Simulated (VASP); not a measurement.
Band structure of Ag2O (cuprite). These are optB88-vdW, VASP's PBE PAW potentials (set 64) (plane waves; VASP 6.6.1) values and carry that method's errors.

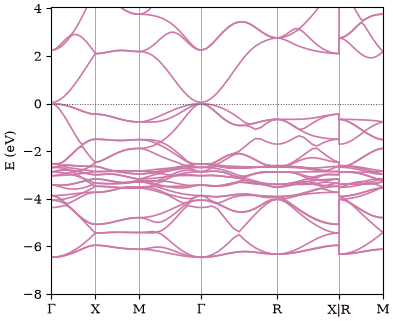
*Bands along high-symmetry lines, zero at the valence-band maximum or, without a gap, the Fermi level*

Problem. Read the plot: is there a gap, and where are the band edges?

Solution. The gap is direct, 0.05 eV, from the valence maximum at Γ to the conduction minimum at Γ. (Edges off the drawn lines would not show.)

The compound is Ag2O in the cuprite structure. It was relaxed first.
